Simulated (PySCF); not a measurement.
Si(Me)(OMe)(SeH)2, SMILES [SeH][Si](C)(OC)[SeH] (C₂H₈OSe₂Si) at its CAM-B3LYP/def2-SVP optimised geometry (Å):

```
14

C      1.7176    -1.2352     0.3605
O      0.8345    -0.2050     0.0000
Si    -0.8174    -0.2050     0.0000
C     -1.5005    -1.1070    -1.4839
Se    -1.2737     2.0249     0.0000
Se    -1.6781    -1.1138     1.9254
H      1.7572    -2.0249    -0.4104
H      2.7271    -0.8123     0.4670
H      1.4303    -1.6977     1.3203
H     -2.5968    -1.0320    -1.5246
H     -1.2307    -2.1745    -1.4555
H     -1.0843    -0.6682    -2.4032
H     -2.7271     1.8066    -0.0204
H     -1.7899    -2.4667     1.3587
```

Method: CAM-B3LYP/def2-TZVP (PySCF). Cells within 0.4 Å of a nucleus heavier than hydrogen are left out (blank, or x).

Map of the Laplacian of the electron density (e/bohr⁵), clipped to [-1.50, 1.50] on the plane z = 0.0 Å:

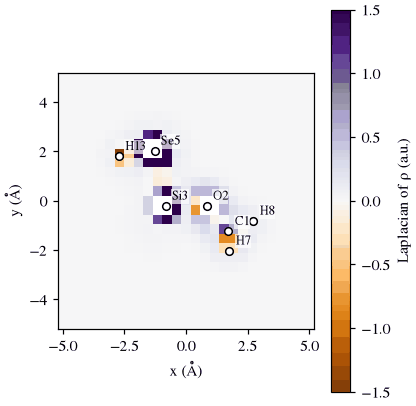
Laplacian of the electron density (e/bohr⁵), clipped to [-1.50, 1.50] on the plane z = 0.0 Å.
